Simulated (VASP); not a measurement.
Band structure of Ce (relaxed from the fcc structure, space group Fm-3m). Level of theory: r2SCAN meta-GGA, VASP's PBE PAW potentials (set 64) (plane waves; VASP).

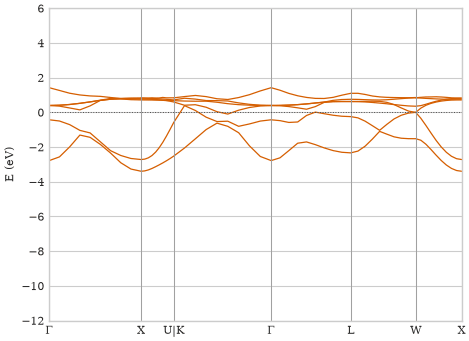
Fig. 1. Bands along high-symmetry lines, zero at the valence-band maximum or, without a gap, the Fermi level

Question: Read the plot: is there a gap, and where are the band edges?

Answer: It has no gap at this level: it comes out as a metal or semimetal.

The structure was generated: Ce was put into the fcc type (Fm-3m), which need not be its known phase. It was relaxed first, which changed the volume by -27 %. The run is not spin-polarised, so no magnetic state was tried.
